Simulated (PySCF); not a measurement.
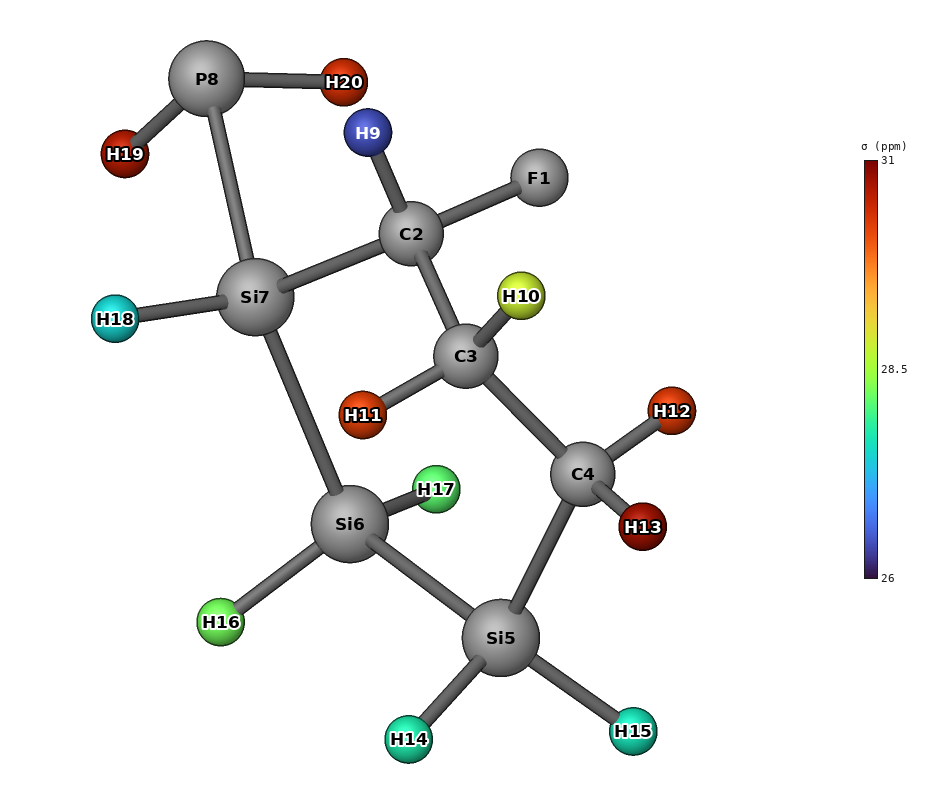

Atoms are coloured by their isotropic NMR shieldings (H only, the others grey). Computed geometry: GFN2-xTB optimisation. No frequency run is at hand to confirm it as a minimum. Level of theory: GIAO PBE0/pcSseg-1 NMR shielding, non-relativistic, gas phase (PySCF 2.14.0).

Question: Which H atom is the most shielded (lowest chemical shift)?

Answer: H13 (30.75 ppm).

Question: Which H atom is the least shielded (highest chemical shift)?

Answer: H9 (26.45 ppm).

Question: How wide is the range of H shifts?

Answer: 4.30 ppm.

Give the isotropic NMR shieldings of the H atoms atom by atom.

| atom | σ (ppm) |
| --- | --- |
| H9 | 26.45 |
| H10 | 28.80 |
| H11 | 30.22 |
| H12 | 30.27 |
| H13 | 30.75 |
| H14 | 27.74 |
| H15 | 27.64 |
| H16 | 28.23 |
| H17 | 28.12 |
| H18 | 27.48 |
| H19 | 30.60 |
| H20 | 30.38 |

The geometry is semi-empirical. Around P, Si such bond lengths and angles can be off by a tenth of an ångström or more and by several degrees, and values that hang on the shape move with them.
